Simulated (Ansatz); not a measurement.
Where the default PAW files enter, the runs use the earlier of Ansatz's two default sets.

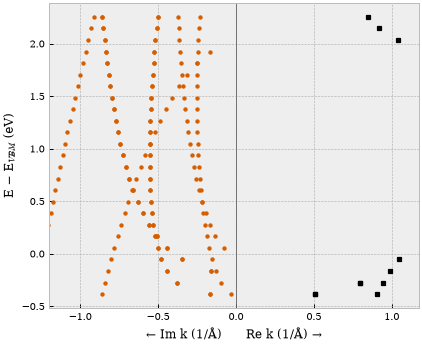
Complex bands at the centre of the two-dimensional zone; PBEsol (Ansatz, a program for electronic structure)

The gap is the functional's own, uncorrected, and κ follows it; spin-orbit coupling is left out. Mid-gap values are interpolated between the computed energies.

Task: This is BaO (Fm-3m, rock salt, 2 atoms a cell, 21.7 Å³ an atom, -3 GPa at this level) along the normal of (001). Read off the slowest decay at the centre of the two-dimensional zone at 1.04 eV, the computed energy nearest the middle of the gap.

Result: κ ≈ 0.25 1/Å, a decay length 1/(2κ) of the density of 2.0 Å.
